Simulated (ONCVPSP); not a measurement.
## Pseudopotential generation for Ag

- system: silver (Ag, Z = 47), core [Ar] 3d10, reference valence 4s2 4p6 4d10 5s0.5 (an ion of charge +0.5), valence charge 19.
- method: ONCV potential, PBE, scalar-relativistic, made with ONCVPSP 4.0.1

Input file:
```
# ATOM AND REFERENCE CONFIGURATION
# atsym  z   nc   nv     iexc    psfile
  Ag 47.00    6    4        4      upf
#
#   n    l    f
    1    0    2.00
    2    0    2.00
    2    1    6.00
    3    0    2.00
    3    1    6.00
    3    2   10.00
    4    0    2.00
    4    1    6.00
    4    2   10.00
    5    0    0.50
#
# PSEUDOPOTENTIAL AND OPTIMIZATION
# lmax
    2
#
#   l,   rc,      ep,       ncon, nbas, qcut
    0    1.70    0.00    4    9    8.30
    1    1.05    0.00    5    8    8.10
    2    1.35    0.00    3    7    8.40
#
# LOCAL POTENTIAL
# lloc, lpopt,  rc(5),   dvloc0
    4    4    0.90   -1.00
#
# VANDERBILT-KLEINMAN-BYLANDER PROJECTORs
# l, nproj, debl
    0    2    0.50
    1    3    0.80
    2    1    3.80
#
# MODEL CORE CHARGE
# icmod, fcfact, rcfact
    2    0.35    0.90
#
# LOG DERIVATIVE ANALYSIS
# epsh1, epsh2, depsh
   -5.00    5.00    0.04
#
# OUTPUT GRID
# rlmax, drl
    6.00    0.01
#
# TEST CONFIGURATIONS
# ncnf
    4
# nvcnf
#   n    l    f
    4
    4    0    2.00
    4    1    6.00
    4    2   10.00
    5    0    1.00
#
    4
    4    0    2.00
    4    1    6.00
    4    2   10.00
    5    0    0.00
#
    4
    4    0    2.00
    4    1    6.00
    4    2    9.00
    5    0    0.00
#
    5
    4    0    2.00
    4    1    6.00
    4    2    9.00
    5    0    1.00
    5    1    1.00
#
```

Hardware: 1 CPU thread, shared host.

Command:
```bash
oncvpsp.x < Ag.dat > Ag.out
```

Log (extracts):
```
ONCVPSP  (Optimized Norm-Conservinng Vanderbilt PSeudopotential)
scalar-relativistic version 4.0.1

#   n    l    f        energy (Ha)
    1    0    2.00    -9.3102046E+02
    2    0    2.00    -1.3719952E+02
    2    1    6.00    -1.2307633E+02
    3    0    2.00    -2.5268666E+01
    3    1    6.00    -2.0630006E+01
    3    2   10.00    -1.3316150E+01
    4    0    2.00    -3.6374570E+00
    4    1    6.00    -2.2972711E+00
    4    2   10.00    -4.1776100E-01
    5    0    0.50    -2.8352925E-01

Reference configufation results
  iterations    30
  all-electron total energy (Ha)   -5.31592395D+03

Begin loop to  construct optimized pseudo wave functions
and semi-local pseudopoentials for all angular momenta

Calculating optimized projector #   1

 for l=   0

    Fraction of norm inside rc  0.981642
    Optimizing pswf for qcut=   8.30 a_B^-1,  ecut=  34.45 Ha
    Residual kinetic energy error=  1.13D-07 Ha

    Energy error per electron        Cutoff
         Ha          eV             Ha
         0.01000     0.27211       13.99
         0.00100     0.02721       20.86
         0.00010     0.00272       25.49
         0.00001     0.00027       28.88

Calculating optimized projector #   2

 for l=   0

    Fraction of norm inside rc  0.088404
    Optimizing pswf for qcut=   8.30 a_B^-1,  ecut=  34.45 Ha
    Residual kinetic energy error=  3.03D-07 Ha

    Energy error per electron        Cutoff
         Ha          eV             Ha
         0.01000     0.27211        6.19
         0.00100     0.02721       19.18
         0.00010     0.00272       25.13
         0.00001     0.00027       29.16

WARNING wellstate: negative energy specified for n= 5 l=  1
WARNING scattering state with energy  0.25000000
WARNING will be used for the first projector

   Wellstate for l =  1  n =  5
     eigenvalue =   0.2500
     asymptotic potential =   0.7500
     half-point radius =  2.9624

   Wellstate for l =  1  n =  6
     eigenvalue =   1.0500
     asymptotic potential =   1.5500
     half-point radius =  4.0299

Calculating optimized projector #   1

 for l=   1

    Fraction of norm inside rc  0.601883
    Optimizing pswf for qcut=   8.11 a_B^-1,  ecut=  32.87 Ha
    Residual kinetic energy error=  1.36D-02 Ha

    Energy error per electron        Cutoff
         Ha          eV             Ha
         0.01000     0.27211       35.46
         0.00100     0.02721      135.96
         0.00010     0.00272      169.90
         0.00001     0.00027      190.25

Calculating optimized projector #   2

 for l=   1

    Fraction of norm inside rc  0.056060
    Optimizing pswf for qcut=   8.11 a_B^-1,  ecut=  32.87 Ha
    Residual kinetic energy error=  2.37D-03 Ha

    Energy error per electron        Cutoff
         Ha          eV             Ha
         0.01000     0.27211       14.52
         0.00100     0.02721       39.58
         0.00010     0.00272      181.29
         0.00001     0.00027      232.51

Calculating optimized projector #   3

 for l=   1

    Fraction of norm inside rc  0.034278
    Optimizing pswf for qcut=   8.11 a_B^-1,  ecut=  32.87 Ha
    Residual kinetic energy error=  1.80D-03 Ha

    Energy error per electron        Cutoff
         Ha          eV             Ha
         0.01000     0.27211       12.80
         0.00100     0.02721       36.60
         0.00010     0.00272      119.86
         0.00001     0.00027      215.10

Calculating optimized projector #   1

 for l=   2

    Fraction of norm inside rc  0.557107
    Optimizing pswf for qcut=   8.41 a_B^-1,  ecut=  35.36 Ha
    Residual kinetic energy error=  8.00D-05 Ha

    Energy error per electron        Cutoff
         Ha          eV             Ha
         0.01000     0.27211       23.91
         0.00100     0.02721       29.67
         0.00010     0.00272       35.03
         0.00001     0.00027       99.18

Construct Vanderbilt / Kleinmman-Bylander projectors

B matrix Hermiticity error, ll=   0
   1   2    4.1255E-04

  Orthonormal projector coefficients  1.3442E+01  2.6204E+00

B matrix Hermiticity error, ll=   1
   1   2    3.8377E-04
   1   3   -4.1680E-04
   2   3    3.7103E-05

  Orthonormal projector coefficients -1.8750E+02  1.4561E+01  4.8730E+00

Model core correction analysis
  based on d2Exc/dn_idn_j

d2excae - all-electron derivatives

   -3.417492D-02   -3.047817D-02   -1.883876D-02   -1.793591D-03
   -3.047833D-02   -2.841892D-02   -1.944506D-02   -2.242234D-03
   -1.883898D-02   -1.944517D-02   -1.873584D-02   -8.617497D-03
   -1.793450D-03   -2.241822D-03   -8.616719D-03   -3.236271D-02

d2excps - pseudofunction derivatives with no core correction

   -5.055114D-02   -3.235173D-02   -1.900220D-02   -3.175945D-03
   -3.235347D-02   -3.109403D-02   -2.098757D-02   -2.373135D-03
   -1.900268D-02   -2.098772D-02   -1.959067D-02   -8.635908D-03
   -3.177173D-03   -2.372732D-03   -8.635131D-03   -3.246234D-02

rms 2nd derivative error    4.270367E-03

amplitude prefactor, scale prefactor
   14.0975    1.1263

d2excps - pseudofunction derivatives with core correction

   -2.943195D-02   -2.756350D-02   -1.747662D-02   -1.592727D-03
   -2.756342D-02   -2.933757D-02   -2.039642D-02   -2.007334D-03
   -1.747670D-02   -2.039656D-02   -1.941427D-02   -8.512576D-03
   -1.592571D-03   -2.006919D-03   -8.511798D-03   -3.234493D-02

rms 2nd derivative error    1.705264E-03

Pseudoatom total energy -147.137703

Diagnostic tests using Vanderbilt-Kleinman-Bylander pseudopotentials
  1 or more projectors used as specified by nproj input data

   l    rcore       rmatch      e in        delta e   norm test  slope test

   0   1.7006993   1.7523362  -3.6374570   0.0000036   1.0002292   1.0002041
   0   1.7006993   1.7523362  -0.2835292   0.0000023   1.0000288   1.0000220

   1   1.0538749   1.0858728  -2.2972711  -0.0000440   1.0001969   1.0002509
   1   1.0538749   1.0858728   0.2500000   0.0000081   1.0004870   1.0004870
   1   1.0538749   1.0858728   1.0500000   0.0000116   1.0005471   1.0005471

   2   1.3548907   1.3960281  -0.4177610  -0.0000405   0.9999928   0.9999151

 Testing for bound ghosts
   n   l    E NL Schr. Eq   E Basis Diag.   E Cutoff

   1   0       -3.637453       -3.637452    121.61
   2   0       -0.283527       -0.244403    121.61

       1                      -17.345705    355.35  WARNING - GHOST(-)
   2   1       -2.297315       -2.296103    355.35

   3   2       -0.417801       -0.410253    100.10

 Testing for highly-localized positive-energy ghosts
       l    <radius>/rc     E Basis Diag.   E Cutoff

       0        0.902970        7.132827    121.61  WARNING - GHOST(+)

Test configuration 0

   n   l     f        eae           eps        diff
   1   0  2.0000 -931.02046394
   2   0  2.0000 -137.19952226
   2   1  6.0000 -123.07633079
   3   0  2.0000  -25.26866644
   3   1  6.0000  -20.63000604
   3   2 10.0000  -13.31615014
   4   0  2.0000   -3.63745703   -3.63745345    3.58D-06
   4   1  6.0000   -2.29727108   -2.29731504   -4.40D-05
   4   2 10.0000   -0.41776100   -0.41780147   -4.05D-05
   5   0  0.5000   -0.28352925   -0.28352693    2.31D-06

    Total energies and differences
      AE_ref= -5.31592395D+03  AE_tst= -5.31592395D+03  dif=  0.00D+00
      PS_ref= -1.47137703D+02  PS_tst= -1.47137703D+02  dif=  3.13D-13
      PSP excitation error= -3.13D-13

Test configuration 1

   n   l     f        eae           eps        diff
   1   0  2.0000 -930.87678786
   2   0  2.0000 -137.05765162
   2   1  6.0000 -122.93436299
   3   0  2.0000  -25.12614981
   3   1  6.0000  -20.48749408
   3   2 10.0000  -13.17380009
   4   0  2.0000   -3.49308877   -3.49265733    4.31D-04
   4   1  6.0000   -2.15230783   -2.15224226    6.56D-05
   4   2 10.0000   -0.27354493   -0.27360236   -5.74D-05
   5   0  1.0000   -0.16188004   -0.16186182    1.82D-05

    Total energies and differences
      AE_ref= -5.31592395D+03  AE_tst= -5.31603482D+03  dif= -1.11D-01
      PS_ref= -1.47137703D+02  PS_tst= -1.47248588D+02  dif= -1.11D-01
      PSP excitation error=  1.67D-05

Test configuration 2

   n   l     f        eae           eps        diff
   1   0  2.0000 -931.17794105
   2   0  2.0000 -137.35471882
   2   1  6.0000 -123.23165041
   3   0  2.0000  -25.42459222
   3   1  6.0000  -20.78592568
   3   2 10.0000  -13.47187614
   4   0  2.0000   -3.79534359   -3.79593983   -5.96D-04
   4   1  6.0000   -2.45573665   -2.45593993   -2.03D-04
   4   2 10.0000   -0.57471253   -0.57474713   -3.46D-05

    Total energies and differences
      AE_ref= -5.31592395D+03  AE_tst= -5.31574974D+03  dif=  1.74D-01
      PS_ref= -1.47137703D+02  PS_tst= -1.46963451D+02  dif=  1.74D-01
      PSP excitation error= -4.10D-05

Test configuration 3

   n   l     f        eae           eps        diff
   1   0  2.0000 -931.71426486
   2   0  2.0000 -137.89520165
   2   1  6.0000 -123.77184656
   3   0  2.0000  -25.96282433
   3   1  6.0000  -21.32416253
   3   2 10.0000  -14.01061277
   4   0  2.0000   -4.32171691   -4.32212237   -4.05D-04
   4   1  6.0000   -2.97584812   -2.97583688    1.12D-05
   4   2  9.0000   -1.06173819   -1.06170858    2.96D-05

    Total energies and differences
      AE_ref= -5.31592395D+03  AE_tst= -5.31493707D+03  dif=  9.87D-01
      PS_ref= -1.47137703D+02  PS_tst= -1.46150696D+02  dif=  9.87D-01
      PSP excitation error= -1.23D-04

Test configuration 4

   n   l     f        eae           eps        diff
   1   0  2.0000 -931.10329682
   2   0  2.0000 -137.29091738
   2   1  6.0000 -123.16712324
   3   0  2.0000  -25.35758310
   3   1  6.0000  -20.71892953
   3   2 10.0000  -13.40582516
   4   0  2.0000   -3.71428588   -3.71313657    1.15D-03
   4   1  6.0000   -2.36780998   -2.36745756    3.52D-04
   4   2  9.0000   -0.46036440   -0.46038394   -1.95D-05
   5   0  1.0000   -0.24804649   -0.24798206    6.44D-05
   5   1  1.0000   -0.07658615   -0.07659322   -7.07D-06

    Total energies and differences
      AE_ref= -5.31592395D+03  AE_tst= -5.31571980D+03  dif=  2.04D-01
      PS_ref= -1.47137703D+02  PS_tst= -1.46933528D+02  dif=  2.04D-01
      PSP excitation error= -1.61D-05
```

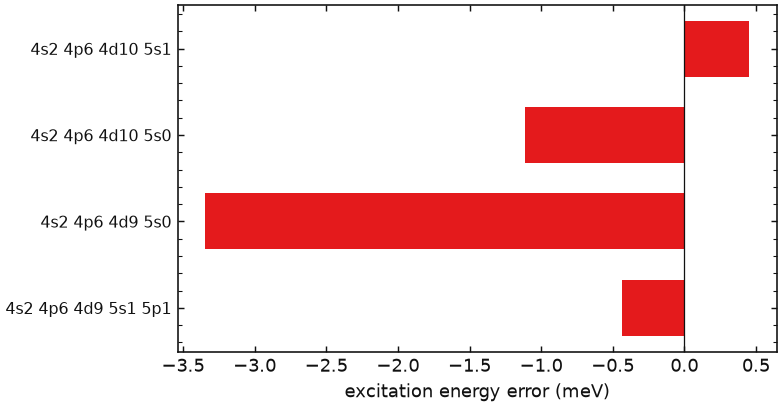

Fig. 1: Errors, all-electron minus pseudo, of the energies of valence configurations relative to the unpolarised reference 4s2 4p6 4d10 5s0.5.

- Worst configuration: 4s2 4p6 4d9 5s0 (charge +2): the error is -3.3 meV on an all-electron energy of +26.85 eV relative to the reference, or 0.012 %.
- Configurations within 10 meV and within 50 meV: 4 and 4 of 4. The potential isn't sound: its ghost test gives GHOST(-) flagged for p at -472.0 eV; GHOST(+) flagged for s at 194.1 eV.

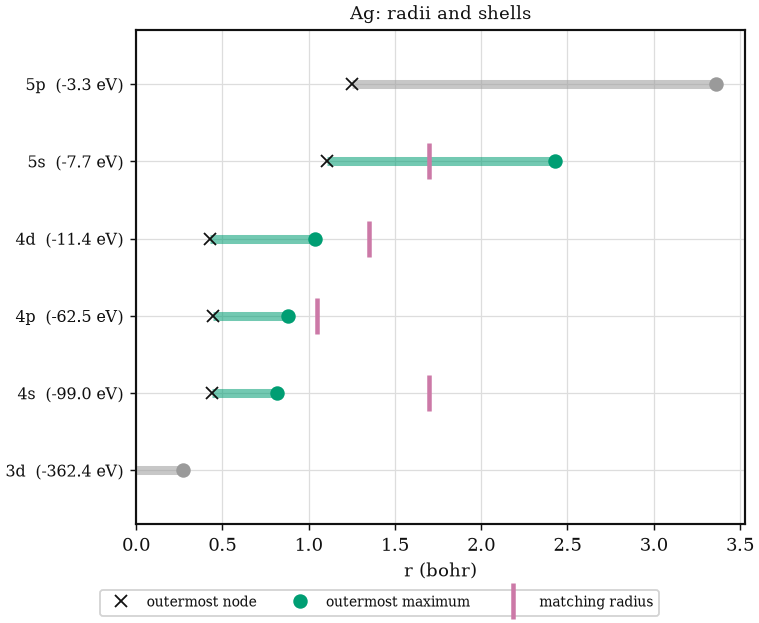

Fig. 2: Outer shells of the all-electron reference atom: each bar runs from the outermost node (or the nucleus) to the outermost maximum of u(r); the tick is the radius chosen for the pseudo-wave. Shells without a tick have no pseudo-wave of their own. Levels, nodes and maxima are from ld1.x, scalar-relativistic.

- Radii against the shells: 4s: 1.70 bohr, outside the maximum; 4p: 1.05 bohr, outside the maximum; 4d: 1.35 bohr, outside the maximum; 5s: 1.70 bohr, between node and maximum.

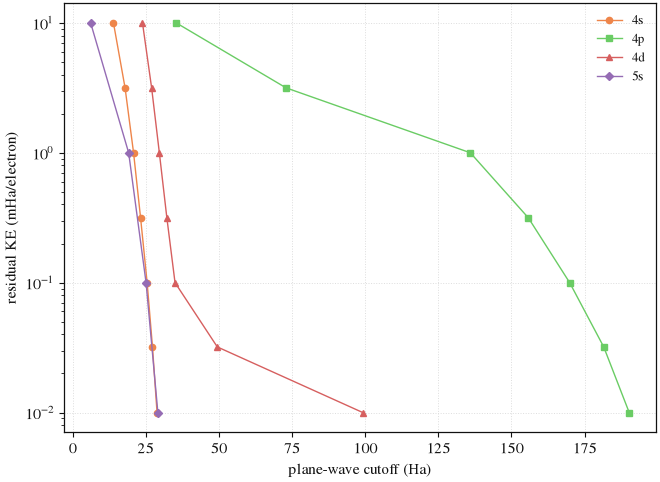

Fig. 3: Residual kinetic energy of the pseudo-waves (the first of each channel, and further valence shells) beyond the plane-wave cutoff, as the generator prints it.

- Cutoffs for 1 mHa per electron: 4p: 136 Ha; 4d: 30 Ha; 4s: 21 Ha; 5s: 19 Ha.
- Hardest wave at 1 mHa per electron: 4p, with rc = 1.05 bohr and qcut = 8.1 1/bohr. The optimisation minimises, but can't always remove, the kinetic energy above qcut²/2 = 32.8 Ha, and a larger rc would as a rule soften the wave at some cost in transferability.
- Cutoffs for the occupied states: 136 Ha for 1 mHa and 170 Ha for 0.1 mHa per electron. The first is set by 4p.

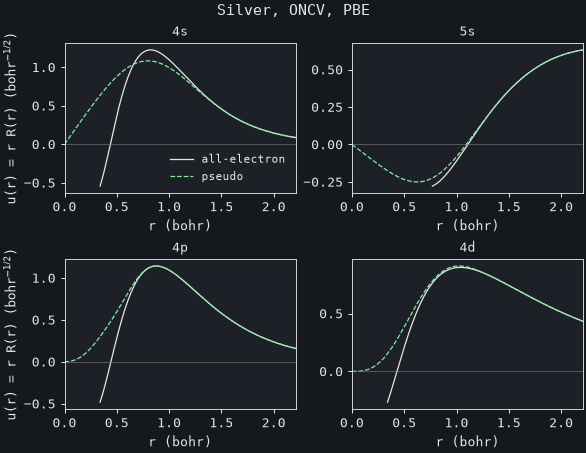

Fig. 4: All-electron valence functions (solid) with their pseudo partners (dashed). The innermost oscillations of some all-electron curves aren't drawn. Reference configuration 4s2 4p6 4d10 5s0.5.

- Matching radii: 4s at 1.70 bohr; 5s at 1.70 bohr; 4p at 1.05 bohr; 4d at 1.35 bohr. The curves merge smoothly, so the plot gives these only roughly.
- Nodes of the pseudo-waves: 4s has no node; 5s has a node at about 1.1 bohr; 4p has no node; 4d has no node. A node in 5s is expected, since a lower shell of the same l is also in the valence and the two must stay orthogonal.
- Cutoffs needed: 136 Ha (loose) and 170 Ha (tight), as the cutoffs at which the residual kinetic energy of the hardest occupied pseudo-wave falls to 1 and 0.1 mHa per electron.

Summary:

- outcome: generated, with a ghost state
- cutoffs needed: 136 Ha and 170 Ha (the cutoffs at which the residual kinetic energy of the hardest occupied pseudo-wave falls to 1 and 0.1 mHa per electron)
- ghost test: GHOST(-) flagged for p at -472.0 eV; GHOST(+) flagged for s at 194.1 eV
- largest excitation error: -3.3 meV (all-electron minus pseudo) for 4s2 4p6 4d9 5s0, out of 4 test configurations
- rms error of d²Exc/dni dnj: 4.27 mHa without and 1.71 mHa with the model core
- range over which the phases arctan(r R′/R) at the test radius agree within 0.05 rad (a looser test near the poles than one of phase shifts): s: over the whole range computed; p: over the whole range computed; d: over the whole range computed; f: not judged, local potential alone
- wall time: 5.2 s

Remarks:

The potential has a bound ghost state, so it can't be used as it stands. Warnings of the program, in the generation or the tests: wellstate: negative energy specified for n= 5 l= 1.
